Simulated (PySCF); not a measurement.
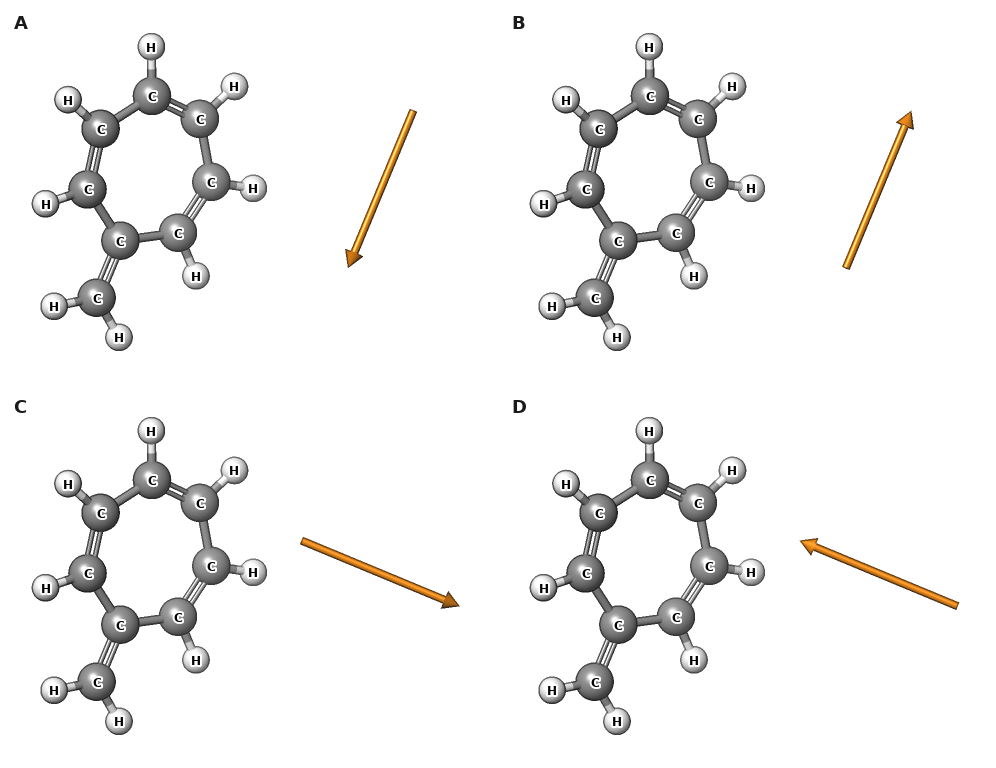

The same molecule four times, each with an arrow. Computed geometry: GFN2-xTB optimisation. No frequency run is at hand to confirm it as a minimum. Level of theory: ωB97X-D/def2-SVPD, gas phase (PySCF 2.14.0).

**Which arrow points along the dipole moment, from the negative to the positive end?**

B. The dipole moment is 0.67 D.
